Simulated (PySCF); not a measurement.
```xyz
17

C    -1.2956   -1.1281    0.9918
C    -0.8714   -0.2506   -0.1826
C    -1.9481    0.7740   -0.5290
O     0.3036    0.4451    0.1199
Si    1.8060   -0.1821    0.2972
N     2.7879    1.2366    0.1070
O     2.1890   -1.2814   -0.8444
H    -2.2168   -1.6541    0.7564
H    -0.5109   -1.8501    1.2060
H    -1.4494   -0.5105    1.8734
H    -0.6904   -0.8969   -1.0559
H    -2.8608    0.2707   -0.8365
H    -1.6046    1.4134   -1.3384
H    -2.1554    1.3958    0.3387
H     2.4301    2.0812    0.5237
H     3.7682    1.1425    0.3166
H     2.3117   -0.9935   -1.7538
```

Geometry: GFN2-xTB.

Method: PySCF, UKS B3LYP, pcH-1 on C H N O Si, non-relativistic, mean-field spin-orbit, GIAO.

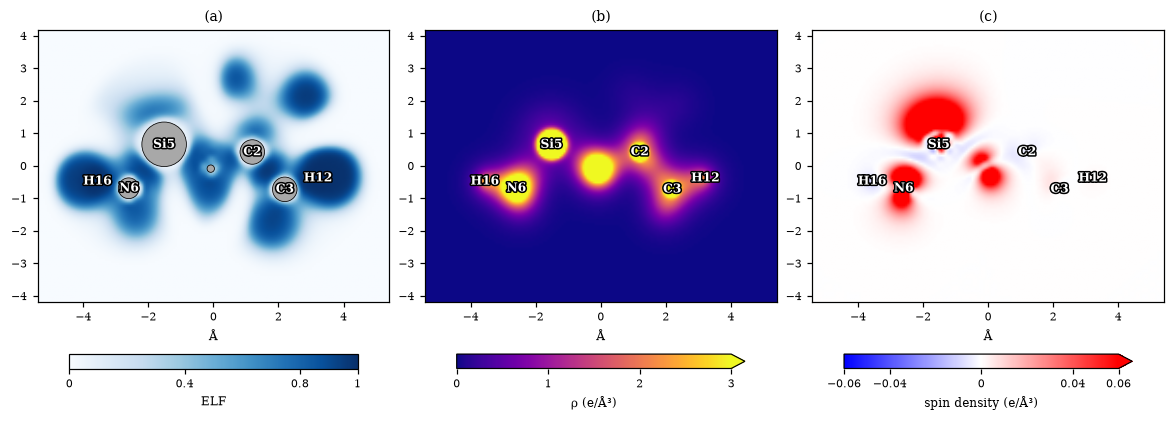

C3H10NO2Si (SMILES CC(C)O[Si](N)O) (doublet). (a) electron localisation function; (b) electron density; (c) spin density on the plane of atoms Si5, N6 and H16. Grey discs cover the atomic cores in the ELF map.

Question: Interpret the plot.

Answer:
- The plane passes through C, Si, N and H nuclei.
- C–C (1.53 Å): ρ is about 1.7 e/Å³ halfway; the ELF peaks at about 0.95 between the atoms: a covalent bond.
- Si–N (1.74 Å): ρ at the midpoint is about 1.1 e/Å³; the ELF peaks at about 0.90 between the atoms: a shared but strongly polarised pair.
- N–H (1.01 Å): ρ is about 2.8 e/Å³ halfway; the ELF climbs to about 1 towards the hydrogen, as it does in any bond to H: an ordinary covalent bond to hydrogen.
- C–H (1.09 Å): the density is about 2 e/Å³ at the midpoint; the ELF climbs to about 1 towards the hydrogen: a covalent bond by its length.
- The ELF also peaks beside O4, away from the bonds: non-bonding electrons, paired or unpaired.
- The unpaired spin (1 electron) lies mostly on Si5 (about 0.7), N6 (about 0.1) and O4 (about 0.1), in electrons by Hirshfeld's partition.
